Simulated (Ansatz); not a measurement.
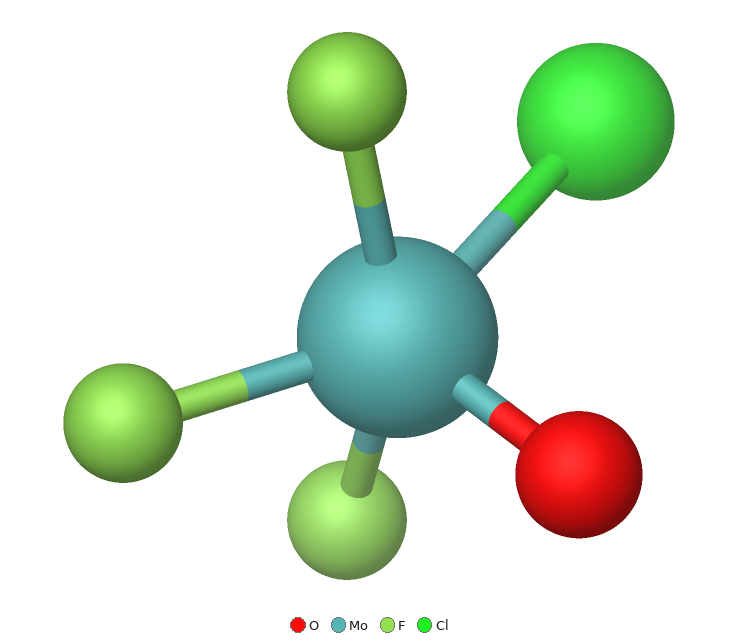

A metal compound. Charge 0, singlet. The geometry was computed by an optimisation with PBE-D4/def2-SVP. No frequency run is at hand to confirm it as a minimum.

Question. What is the coordination number of the metal, and which atoms bind to it?

Answer. Mo binds 5 atoms: 1 O at 1.66 Å, 3 F at 1.86 Å, 1 Cl at 2.29 Å. The arrangement is square pyramidal.

Question. Give the formal oxidation state and the d-electron count.

Answer. Mo(VI), d⁰, counting the ligands as closed-shell ions or neutral donors.
